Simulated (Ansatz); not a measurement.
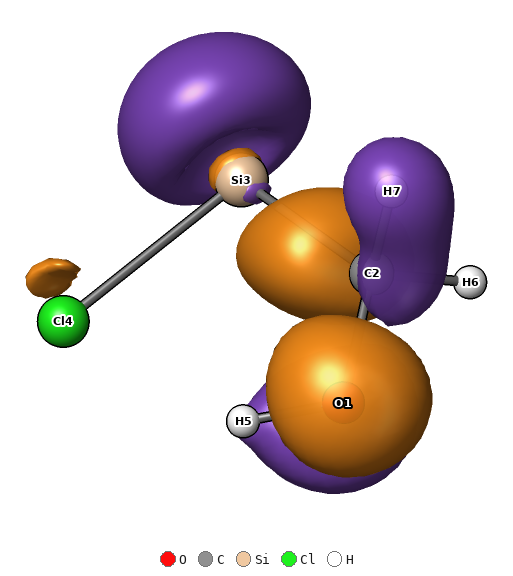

CH₃ClOSi. The HOMO at ±0.15 Å⁻³ᐟ² (orange and purple are the two phases), seen at a tilt.

Level of theory: RKS PBE-D4/6-31G in Ansatz.

```yaml
atoms:
  - { symbol: O, position_ang: [-0.7521, 1.3967, -0.2974] }
  - { symbol: C, position_ang: [0.3251, 0.6609, 0.3074] }
  - { symbol: Si, position_ang: [0.4692, -1.3081, 0.2335] }
  - { symbol: Cl, position_ang: [-1.1760, -1.5552, -1.3072] }
  - { symbol: H, position_ang: [-1.2094, 0.8228, -0.9683] }
  - { symbol: H, position_ang: [0.3770, 0.9472, 1.3795] }
  - { symbol: H, position_ang: [1.3173, 0.9820, -0.1140] }
```

Question: Describe this orbital and give its energy.

Answer: By Hirshfeld shares it lies mainly on O1 (about 45 %), Si3 (about 30 %) and C2 (about 15 %). Its energy is −5.89 eV.
